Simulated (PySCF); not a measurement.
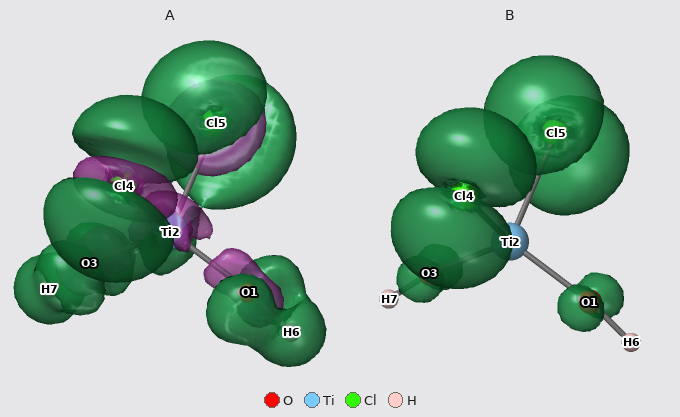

Figure. Cl₂H₂O₂Ti, SMILES `O[Ti](O)(Cl)Cl`. The Fukui function f⁻ from two separate SCF calculations and the density of the HOMO, at ±0.015 e/Å³ (green positive, purple negative).

Level of theory: PBE/def2-TZVP (PySCF), at a geometry from GFN2-xTB. This is a single-reference result, which may miss multireference character in this system. No frequency check shows the geometry to be a minimum. GFN2-xTB bond lengths at metals and heavier atoms can be off by up to 0.1 Å and shapes distorted, which carries into these values.

Coordinates in Å:

```
O1      -0.0000   -1.2108   -1.4760
Ti2     -0.0001   -0.4091    0.0001
O3       0.0000   -1.2111    1.4757
Cl4      1.6613    0.9402    0.0000
Cl5     -1.6612    0.9403    0.0000
H6      -0.0001   -1.7960   -2.2356
H7       0.0001   -1.7964    2.2351
```

Q: Which panel is which, and how good is the frozen-orbital picture?

A: A is f⁻ (it has negative regions), B the HOMO density. The HOMO lies on Cl4 and Cl5 (45 % each) and Ti2 (5 %); f⁻ (Hirshfeld-condensed) is largest on Cl4 and Cl5 (0.33 each); the vertical ionisation energy is 10.21 eV (the stability of the cation's solution wasn't checked). Relaxation shifts 24 % of the electron between atoms. The orbital energy is −7.18 eV.
